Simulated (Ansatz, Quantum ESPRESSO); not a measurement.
# Charging Rh(100), 5 layers, part 2 of 6

How does the Fermi level of Rh(100), 5 layers move as charge is added against a counter-electrode?

Quantum ESPRESSO 7.5; plane-wave DFT, PBE, GBRV ultrasoft pseudopotentials; geometry by Ansatz 0.2.0 with PAW datasets.

So far. Step 2 (Geometry from Ansatz): The relaxation lowers the energy by 3 meV an atom. Held were the atoms numbered 1, 2 and 3; the forces quoted are those on the free ones.

**3. SCF with pw.x: charge -0.0217 e**

ESM with bc3 puts vacuum below and a metal electrode at the cell's upper end, z = c/2, which holds the counter charge and sets the zero of potential. tot_charge counts missing electrons, so a negative value adds electrons. The energies and forces that the log prints for charged cells are not used here.

Level of this step: plane-wave DFT, PBE, GBRV ultrasoft pseudopotentials (Quantum ESPRESSO 7.5).

Input file q0.in:

```
&control
  prefix = 'q0'
  outdir = './out'
  pseudo_dir = './pseudo'
  calculation = 'scf'
  tprnfor = .true.
/
&system
  ibrav = 0
  nat = 5
  ntyp = 1
  ecutwfc = 40
  ecutrho = 200
  occupations = 'smearing'
  smearing = 'mv'
  degauss = 0.02
  assume_isolated = 'esm'
  esm_bc = 'bc3'
  tot_charge = -0.0217
/
&electrons
  conv_thr = 1e-08
  mixing_beta = 0.4
  electron_maxstep = 120
  mixing_mode = 'local-TF'
/
ATOMIC_SPECIES
  Rh  102.9055  rh_pbe_v1.4.uspp.F.UPF
CELL_PARAMETERS angstrom
  2.68700576850000 0.00000000000000 0.00000000000000
  0.00000000000000 2.68700576850000 0.00000000000000
  0.00000000000000 0.00000000000000 22.60000000000000
ATOMIC_POSITIONS crystal
  Rh  0.000000000000 0.000000000000 -0.146048524770
  Rh  0.500000000000 0.500000000000 -0.061977728370
  Rh  0.000000000000 0.000000000000 0.022093068130
  Rh  0.500000000000 0.500000000000 0.108499502727
  Rh  -0.000000000000 0.000000000000 0.190296312380
K_POINTS automatic
  10 10 1 0 0 0
```

The run is started by

```bash
$ OMP_NUM_THREADS=1 mpirun -n 4 pw.x -nk 4 -in q0.in > q0.out
```

What it wrote:

```text
Program PWSCF v.7.5 starts
[citation notice left out]

     Parallel version (MPI & OpenMP), running on       4 processor cores
     Number of MPI processes:                 4
     Threads/MPI process:                     1

     MPI processes distributed on     1 nodes
[...]
Current dimensions of program PWSCF are:
     Max number of different atomic species (ntypx) = 10
     Max number of k-points (npk) =  40000
     Max angular momentum in pseudopotentials (lmaxx) =  4
     Message from routine setup:
     using ibrav=0 with symmetry is DISCOURAGED, use correct ibrav instead

     K-points division:     npool     =       4
     Subspace diagonalization in iterative solution of the eigenvalue problem:
     a serial algorithm will be used

     G-vector sticks info
     --------------------
     sticks:   dense  smooth     PW     G-vecs:    dense   smooth      PW
     Sum         421     333    101                52725    37663    6893

     Using Slab Decomposition

     bravais-lattice index     =            0
     lattice parameter (alat)  =       5.0777  a.u.
     unit-cell volume          =    1101.1392 (a.u.)^3
     number of atoms/cell      =            5
     number of atomic types    =            1
     number of electrons       =        75.02
     number of Kohn-Sham states=           45
     kinetic-energy cutoff     =      40.0000  Ry
     charge density cutoff     =     200.0000  Ry
     scf convergence threshold =      1.0E-08
     mixing beta               =       0.4000
     number of iterations used =            8  local-TF  mixing
     Exchange-correlation=  SLA  PW   PBX  PBC
                           (   1   4   3   4   0   0   0)

     Effective Screening Medium Method
     =================================
     Boundary Conditions: Vacuum-Slab-Metal
     total charge in unit cell        =  -0.0217
     grid points for fit at edges     =        4

     celldm(1)=   5.077705  celldm(2)=   0.000000  celldm(3)=   0.000000
     celldm(4)=   0.000000  celldm(5)=   0.000000  celldm(6)=   0.000000

     crystal axes: (cart. coord. in units of alat)
               a(1) = (   1.000000   0.000000   0.000000 )
               a(2) = (   0.000000   1.000000   0.000000 )
               a(3) = (   0.000000   0.000000   8.410849 )

     reciprocal axes: (cart. coord. in units 2 pi/alat)
               b(1) = (  1.000000  0.000000  0.000000 )
               b(2) = (  0.000000  1.000000  0.000000 )
               b(3) = (  0.000000  0.000000  0.118894 )

     PseudoPot. # 1 for Rh read from file:
     ./pseudo/rh_pbe_v1.4.uspp.F.UPF
     Pseudo is Ultrasoft + core correction, Zval = 15.0
     Generated by new atomic code, or converted to UPF format
     Using radial grid of  969 points,  7 beta functions with:
                l(1) =   0
                l(2) =   0
                l(3) =   1
                l(4) =   1
                l(5) =   2
                l(6) =   2
                l(7) =   2
     Q(r) pseudized with  8 coefficients,  rinner =    1.200   1.200   1.200
                                                       1.200   1.200

     atomic species   valence    mass     pseudopotential
     Rh               15.00   102.90550     Rh( 1.00)

      8 Sym. Ops. (no inversion) found

   Cartesian axes

     site n.     atom                  positions (alat units)
         1        Rh     tau(   1) = (   0.0000000   0.0000000  -1.2283921  )
         2        Rh     tau(   2) = (   0.5000000   0.5000000  -0.5212853  )
         3        Rh     tau(   3) = (   0.0000000   0.0000000   0.1858215  )
         4        Rh     tau(   4) = (   0.5000000   0.5000000   0.9125729  )
         5        Rh     tau(   5) = (   0.0000000   0.0000000   1.6005536  )

     number of k points=    21  Marzari-Vanderbilt smearing, width (Ry)=  0.0200
                       cart. coord. in units 2pi/alat
        k(    1) = (   0.0000000   0.0000000   0.0000000), wk =   0.0200000
        k(    2) = (   0.0000000   0.1000000   0.0000000), wk =   0.0800000
        k(    3) = (   0.0000000   0.2000000   0.0000000), wk =   0.0800000
        k(    4) = (   0.0000000   0.3000000   0.0000000), wk =   0.0800000
        k(    5) = (   0.0000000   0.4000000   0.0000000), wk =   0.0800000
        k(    6) = (   0.0000000  -0.5000000   0.0000000), wk =   0.0400000
        k(    7) = (   0.1000000   0.1000000   0.0000000), wk =   0.0800000
        k(    8) = (   0.1000000   0.2000000   0.0000000), wk =   0.1600000
        k(    9) = (   0.1000000   0.3000000   0.0000000), wk =   0.1600000
        k(   10) = (   0.1000000   0.4000000   0.0000000), wk =   0.1600000
[...]
k(   21) = (  -0.5000000  -0.5000000   0.0000000), wk =   0.0200000

     Dense  grid:    52725 G-vectors     FFT dimensions: (  24,  24, 200)

     Smooth grid:    37663 G-vectors     FFT dimensions: (  24,  24, 180)

     Estimated max dynamical RAM per process >     123.67 MB

     Estimated total dynamical RAM >     456.08 MB

     Initial potential from superposition of free atoms

     starting charge      72.4995, renormalised to      75.0217

     negative rho (up, down):  2.851E-01 0.000E+00
     Starting wfcs are   60 randomized atomic wfcs

     total cpu time spent up to now is        2.6 secs

     per-process dynamical memory:    57.7 Mb

     Self-consistent Calculation

     iteration #  1     ecut=    40.00 Ry     beta= 0.40
     Davidson diagonalization with overlap
     ethr =  1.00E-02,  avg # of iterations =  1.8

     negative rho (up, down):  2.952E-01 0.000E+00

     total cpu time spent up to now is        6.9 secs

     total energy              =    -855.62177426 Ry
     estimated scf accuracy    <      16.93213987 Ry

     iteration #  2     ecut=    40.00 Ry     beta= 0.40
[...]
negative rho (up, down):  3.047E-01 0.000E+00

[...]
total energy              =    -855.79948517 Ry
     estimated scf accuracy    <       3.91874257 Ry

     iteration #  3     ecut=    40.00 Ry     beta= 0.40
[...]
negative rho (up, down):  3.202E-01 0.000E+00

[...]
total energy              =    -855.59198161 Ry
     estimated scf accuracy    <       0.72410554 Ry

     iteration #  4     ecut=    40.00 Ry     beta= 0.40
[...]
negative rho (up, down):  3.224E-01 0.000E+00

[...]
total energy              =    -855.69349299 Ry
     estimated scf accuracy    <       0.28684344 Ry

     iteration #  5     ecut=    40.00 Ry     beta= 0.40
[...]
estimated scf accuracy    <       0.03090271 Ry

     iteration # 11     ecut=    40.00 Ry     beta= 0.40
[...]
negative rho (up, down):  3.022E-01 0.000E+00

[...]
total energy              =    -855.84969309 Ry
     estimated scf accuracy    <       0.00465302 Ry

     iteration # 12     ecut=    40.00 Ry     beta= 0.40
[...]
c_bands:  4 eigenvalues not converged
     c_bands:  1 eigenvalues not converged
     c_bands:  1 eigenvalues not converged
     c_bands:  1 eigenvalues not converged
     c_bands:  1 eigenvalues not converged
[...]
negative rho (up, down):  3.029E-01 0.000E+00

[...]
total energy              =    -855.84664525 Ry
     estimated scf accuracy    <       0.01095400 Ry

     iteration # 13     ecut=    40.00 Ry     beta= 0.40
[...]
c_bands:  1 eigenvalues not converged
[...]
negative rho (up, down):  3.010E-01 0.000E+00

[...]
total energy              =    -855.85181048 Ry
     estimated scf accuracy    <       0.00626228 Ry

     iteration # 14     ecut=    40.00 Ry     beta= 0.40
[...]
negative rho (up, down):  2.993E-01 0.000E+00

[...]
total energy              =    -855.84997972 Ry
     estimated scf accuracy    <       0.01992942 Ry

[...]
iteration # 32     ecut=    40.00 Ry     beta= 0.40
[...]
negative rho (up, down):  2.920E-01 0.000E+00

[...]
total energy              =    -855.85098624 Ry
     estimated scf accuracy    <       0.00000008 Ry

     iteration # 33     ecut=    40.00 Ry     beta= 0.40
[...]
negative rho (up, down):  2.920E-01 0.000E+00

[...]
total energy              =    -855.85099845 Ry
     estimated scf accuracy    <       0.00000007 Ry

     iteration # 34     ecut=    40.00 Ry     beta= 0.40
[...]
negative rho (up, down):  2.920E-01 0.000E+00

[...]
total energy              =    -855.85100156 Ry
     estimated scf accuracy    <       0.00000006 Ry

     iteration # 35     ecut=    40.00 Ry     beta= 0.40
[...]
negative rho (up, down):  2.920E-01 0.000E+00

[...]
total energy              =    -855.85100269 Ry
     estimated scf accuracy    <       0.00000005 Ry

     iteration # 36     ecut=    40.00 Ry     beta= 0.40
[...]
negative rho (up, down):  2.920E-01 0.000E+00

[...]
total energy              =    -855.85100285 Ry
     estimated scf accuracy    <       0.00000005 Ry

     iteration # 37     ecut=    40.00 Ry     beta= 0.40
[...]
negative rho (up, down):  2.920E-01 0.000E+00

[...]
total energy              =    -855.85100365 Ry
     estimated scf accuracy    <       0.00000004 Ry

     iteration # 38     ecut=    40.00 Ry     beta= 0.40
[...]
negative rho (up, down):  2.920E-01 0.000E+00

[...]
total energy              =    -855.85100672 Ry
     estimated scf accuracy    <       0.00000003 Ry

     iteration # 39     ecut=    40.00 Ry     beta= 0.40
[...]
negative rho (up, down):  2.920E-01 0.000E+00

[...]
End of self-consistent calculation

          k = 0.0000 0.0000 0.0000 (  4653 PWs)   bands (ev):

   -49.2511 -49.0588 -48.8675 -48.8675 -48.8042 -48.8042 -48.7968 -48.6848
   -48.6848 -48.2529 -48.2463 -48.2463 -48.2044 -48.1855 -48.1855  -9.7220
    -8.5812  -8.2665  -7.9442  -7.5292  -7.4150  -7.3235  -6.5696  -5.7823
    -5.4192  -5.0240  -5.0240  -4.3148  -4.3148  -4.0490  -3.7612  -3.3893
    -3.2066  -3.2066  -3.0626  -2.8094  -2.7423  -2.2046  -2.0924  -2.0924
    -1.7350  -1.6299  -1.4537  -1.4537  -0.9761

          k = 0.0000 0.1000 0.0000 (  4681 PWs)   bands (ev):

   -49.2396 -49.0695 -48.8949 -48.8779 -48.8599 -48.8002 -48.7665 -48.7230
   -48.6852 -48.2823 -48.2483 -48.2442 -48.2223 -48.2002 -48.1831  -9.4700
    -8.3712  -8.0945  -7.7588  -7.3975  -7.2024  -7.1556  -6.4268  -5.7153
    -5.2914  -5.0843  -4.9647  -4.7572  -4.3607  -4.0461  -3.6452  -3.5634
    -3.4963  -3.3658  -3.1614  -2.6961  -2.6602  -2.5825  -2.4501  -1.9286
    -1.8864  -1.8596  -1.7210  -1.4094  -0.1632

          k = 0.0000 0.2000 0.0000 (  4646 PWs)   bands (ev):

   -49.2140 -49.1131 -48.9862 -48.9632 -48.8385 -48.8049 -48.7893 -48.7691
   -48.6877 -48.3711 -48.3133 -48.2411 -48.2389 -48.1934 -48.1767  -8.8122
    -7.9838  -7.7656  -7.1931  -7.1470  -7.0411  -6.5004  -5.6867  -5.5510
    -5.1140  -5.0460  -4.9787  -4.8266  -4.6606  -4.5208  -3.9649  -3.9560
    -3.6894  -3.5286  -3.1862  -3.1432  -2.9838  -2.7575  -2.5984  -2.2245
    -2.0062  -1.5897  -1.5012  -0.9271   1.0107

          k = 0.0000 0.3000 0.0000 (  4680 PWs)   bands (ev):

   -49.2211 -49.1902 -49.0700 -49.0561 -48.8627 -48.8086 -48.7972 -48.7758
   -48.6944 -48.4724 -48.4199 -48.2357 -48.2324 -48.1870 -48.1689  -8.1106
    -7.8728  -7.5026  -7.0577  -6.9407  -6.3379  -5.8726  -5.4311  -5.2577
    -4.9289  -4.8509  -4.8085  -4.7708  -4.6138  -4.5093  -4.2711  -4.0517
    -4.0357  -3.9526  -3.2894  -3.0613  -2.7470  -2.4884  -2.3884  -1.9857
    -1.8963  -1.7576  -1.5895   0.0542   2.1344

          k = 0.0000 0.4000 0.0000 (  4722 PWs)   bands (ev):

   -49.2844 -49.2588 -49.1714 -49.0487 -48.8896 -48.8317 -48.7780 -48.7643
   -48.7066 -48.5454 -48.4995 -48.2331 -48.2272 -48.1830 -48.1627  -7.9772
    -7.9502  -7.3214  -7.0500  -6.5203  -5.8151  -5.7145  -5.5499  -5.3297
    -5.0167  -4.9919  -4.9794  -4.8566  -4.4594  -4.4220  -4.3303  -4.1039
    -3.6034  -3.1077  -3.0807  -2.5774  -2.2518  -2.1596  -1.7622  -1.7201
    -1.6293  -1.4722  -1.0541   0.7653   2.4708

          k = 0.0000-0.5000 0.0000 (  4718 PWs)   bands (ev):

   -49.3158 -49.2840 -49.2138 -49.0376 -48.8980 -48.8474 -48.7642 -48.7568
   -48.7165 -48.5714 -48.5276 -48.2324 -48.2251 -48.1816 -48.1602  -8.0260
    -8.0101  -7.2400  -7.1123  -6.1799  -5.7766  -5.6439  -5.5085  -5.4071
    -5.1987  -5.1192  -5.0778  -4.8468  -4.5605  -4.3650  -4.3144  -3.7330
    -3.7300  -2.9250  -2.7891  -2.4204  -2.0857  -1.9261  -1.8688  -1.7226
    -0.9737  -0.1084   0.2371   0.7075   0.7139

[...]
the Fermi energy is    -2.2578 ev

!    total energy              =    -855.85100694 Ry
     estimated scf accuracy    <          7.2E-09 Ry
     smearing contrib. (-TS)   =       0.00229016 Ry
     internal energy E=F+TS    =    -855.85329710 Ry

     The total energy is F=E-TS. E is the sum of the following terms:
     one-electron contribution =  -95666.73016020 Ry
     hartree contribution      =   47837.03184353 Ry
     xc contribution           =    -149.57128008 Ry
     ewald contribution        =   47123.41629964 Ry

     convergence has been achieved in  39 iterations

     negative rho (up, down):  2.920E-01 0.000E+00

     Forces acting on atoms (cartesian axes, Ry/au):

     atom    1 type  1   force =     0.00000000    0.00000000    0.01375633
     atom    2 type  1   force =     0.00000000    0.00000000   -0.02368274
     atom    3 type  1   force =     0.00000000    0.00000000    0.00958898
     atom    4 type  1   force =     0.00000000    0.00000000    0.00146367
     atom    5 type  1   force =     0.00000000    0.00000000   -0.00075641

     Total force =     0.029065     Total SCF correction =     0.000791

[...]
=------------------------------------------------------------------------------=
   JOB DONE.
=------------------------------------------------------------------------------=
[...]
```

The job ended after 3.7 min (4 MPI ranks of Arm Neoverse N1, shared host; peak memory 0.64 GiB; 15 min of CPU time).

Numbers from this step:

```
Fermi energy                                                   : -2.258 eV
vacuum line at the lower end of the cell, over the Fermi level : 5.080 eV
slope of the potential above                                   : -0.5439 eV/Å
vacuum line at the upper end of the cell, over the Fermi level : 2.257 eV
```

The potential energy, planar mean oscillates, so the rows of the table below give means over windows of 1.92 Å about each position, cut where the curve ends. Its maxima inside the range that stand out by 2 % of the span (Å: eV): -2.4: -3.04, -0.5: -3.34, 1.5: -2.66, 3.4: -3.79, 6.5: 4.63. Its minima: -3.3: -15.6, -1.4: -15.9, 0.5: -15.9, 2.5: -16.0, 4.3: -15.7.

Electrostatic potential energy of an electron; zero at the Fermi level. Potential energy, planar mean against z; means over each step:

```csv
z (Å),"potential energy, planar mean (eV)"
-10.34,5.08
-8.42,5.08
-6.50,5.05
-4.58,0.636
-2.66,-9.70
-0.74,-10.0
1.18,-9.56
3.10,-10.3
5.02,-5.06
6.94,4.45
8.86,3.58
10.78,2.69
```

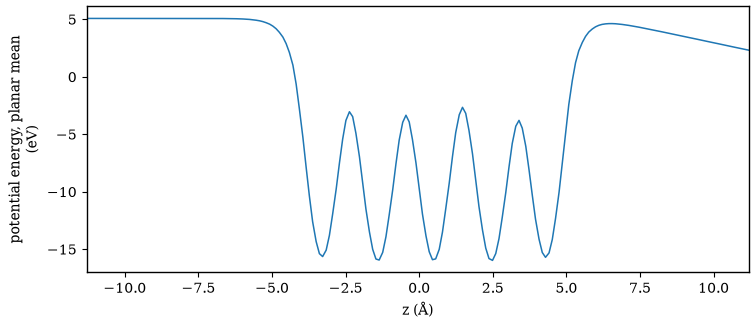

Potential energy, planar mean, plotted against z.

The program's own clock; routines nest. Time by routine:

```csv
routine,wall time (s),calls
PWSCF,223.4,1
electrons,220,1
c_bands,167.5,39
cegterg,149.8,234
h_psi,105.4,1433
fftw,90.53,67726
vloc_psi,84.45,1433
sum_band,25.49,39
mix_rho,18.69,39
calbec,14.15,1691
ffts,11.5,4715
add_vuspsi,10.43,1433
s_psi,10.28,1433
h_psi:calbec,10.23,1433
```

The run needed 39 iterations to bring the estimated error under 1e-08 Ry.

Inside the slab this potential holds the local part of the pseudopotentials, which can be repulsive at the nuclei; only its value in the vacuum has a meaning of its own.

Gauss's law asks for a slope of 180.95 q/A = -0.544 eV/Å in the gap; the run gives -0.544.

**4. Ground state: charge -0.0108 e**

The charge is stepped; where the run before has converged, its density is the start.

q1.in, as its differences from the input of step 3:

```diff
@@ -1,3 +1,3 @@
 &control
-  prefix = 'q0'
+  prefix = 'q1'
   outdir = './out'
@@ -18,3 +18,3 @@
   esm_bc = 'bc3'
-  tot_charge = -0.0217
+  tot_charge = -0.0108
 /
@@ -25,2 +25,3 @@
   mixing_mode = 'local-TF'
+  startingpot = 'file'
 /
```

The run is started by

```bash
$ cp -r out/q0.save out/q1.save
$ OMP_NUM_THREADS=1 mpirun -n 4 pw.x -nk 4 -in q1.in > q1.out
```

What it wrote:

```text
[banner, memory and clock lines left out]
Program PWSCF v.7.5 starts
[...]
Message from routine setup:
[...]
number of electrons       =        75.01
     number of Kohn-Sham states=           45
     kinetic-energy cutoff     =      40.0000  Ry
     charge density cutoff     =     200.0000  Ry
[...]
number of k points=    21  Marzari-Vanderbilt smearing, width (Ry)=  0.0200
[...]
Dense  grid:    52725 G-vectors     FFT dimensions: (  24,  24, 200)
[...]
The initial density is read from file :
[...]
negative rho (up, down):  2.919E-01 0.000E+00
     Starting wfcs are   60 randomized atomic wfcs
[...]
negative rho (up, down):  2.922E-01 0.000E+00
[...]
estimated scf accuracy    <       7.94743125 Ry
[...]
negative rho (up, down):  2.920E-01 0.000E+00
[...]
estimated scf accuracy    <       5.89109428 Ry
[...]
negative rho (up, down):  2.920E-01 0.000E+00
[...]
estimated scf accuracy    <       0.04556911 Ry
[...]
negative rho (up, down):  2.919E-01 0.000E+00
[...]
estimated scf accuracy    <       0.00988446 Ry
[...]
negative rho (up, down):  2.917E-01 0.000E+00
[...]
estimated scf accuracy    <       0.01939638 Ry
[...]
negative rho (up, down):  2.917E-01 0.000E+00
[...]
estimated scf accuracy    <       0.00912218 Ry
[...]
negative rho (up, down):  2.917E-01 0.000E+00
[...]
estimated scf accuracy    <       0.00942156 Ry
[...]
negative rho (up, down):  2.918E-01 0.000E+00
[...]
estimated scf accuracy    <       0.00872189 Ry
[...]
negative rho (up, down):  2.918E-01 0.000E+00
[...]
estimated scf accuracy    <       0.00124136 Ry
[...]
negative rho (up, down):  2.918E-01 0.000E+00
[...]
estimated scf accuracy    <       0.00063189 Ry
[...]
negative rho (up, down):  2.919E-01 0.000E+00
[...]
estimated scf accuracy    <       0.00011812 Ry
[...]
negative rho (up, down):  2.919E-01 0.000E+00
[...]
estimated scf accuracy    <       0.00028742 Ry
[...]
negative rho (up, down):  2.919E-01 0.000E+00
[...]
estimated scf accuracy    <       0.00039599 Ry
[...]
negative rho (up, down):  2.919E-01 0.000E+00
[...]
estimated scf accuracy    <       0.00029509 Ry
[...]
negative rho (up, down):  2.919E-01 0.000E+00
[...]
estimated scf accuracy    <       0.00022578 Ry
[...]
negative rho (up, down):  2.919E-01 0.000E+00
[...]
estimated scf accuracy    <       0.00001826 Ry
[...]
negative rho (up, down):  2.919E-01 0.000E+00
[...]
estimated scf accuracy    <       0.00000322 Ry
[...]
negative rho (up, down):  2.919E-01 0.000E+00
[...]
estimated scf accuracy    <       0.00001169 Ry
[...]
negative rho (up, down):  2.919E-01 0.000E+00
[...]
estimated scf accuracy    <       0.00001038 Ry
[...]
negative rho (up, down):  2.919E-01 0.000E+00
[...]
estimated scf accuracy    <       0.00000048 Ry
[...]
negative rho (up, down):  2.919E-01 0.000E+00
[...]
estimated scf accuracy    <       0.00000026 Ry
[...]
negative rho (up, down):  2.920E-01 0.000E+00
[...]
estimated scf accuracy    <       0.00000006 Ry
[...]
negative rho (up, down):  2.920E-01 0.000E+00
[...]
estimated scf accuracy    <       0.00000006 Ry
[...]
negative rho (up, down):  2.920E-01 0.000E+00
[...]
estimated scf accuracy    <       0.00000002 Ry
[...]
negative rho (up, down):  2.920E-01 0.000E+00
[...]
the Fermi energy is    -3.6870 ev
!    total energy              =    -855.84858863 Ry
     estimated scf accuracy    <          2.9E-09 Ry
     smearing contrib. (-TS)   =       0.00228033 Ry
     internal energy E=F+TS    =    -855.85086896 Ry
[...]
one-electron contribution =  -95658.86022328 Ry
     hartree contribution      =   47829.16040016 Ry
     xc contribution           =    -149.56734548 Ry
     ewald contribution        =   47123.41629964 Ry
     convergence has been achieved in  25 iterations
     negative rho (up, down):  2.920E-01 0.000E+00
[...]
Total force =     0.029182     Total SCF correction =     0.000173
[...]
```

Wall time 2.7 min (4 MPI ranks); peak memory 0.62 GiB.

Numbers from this step:

| Property | Result |
| --- | --- |
| Fermi energy | -3.687 eV |
| vacuum line at the lower end of the cell, over the Fermi level | 5.087 eV |
| slope of the potential above | -0.2707 eV/Å |
| vacuum line at the upper end of the cell, over the Fermi level | 3.687 eV |

The electrode's potential over the Fermi level goes from 2.257 to 3.687 eV, the far face's from 5.080 to 5.087 eV.

[end of part 2 of 6]

[Logs are printed without paths, hosts, clocks, repeated set-up lines and the standing remarks that a program may print on its own settings, such as how far it seeks lower states.]

[Hosts, paths, dates, database ids (printed as entryN), source tags and the programs' standing remarks are cut or masked in the printed files.]

[Maps of the electrostatic potential energy from Ansatz leave out the sawtooth potential of an applied field or a dipole correction, so their vacuum need not be flat; planar profiles and work functions include it.]
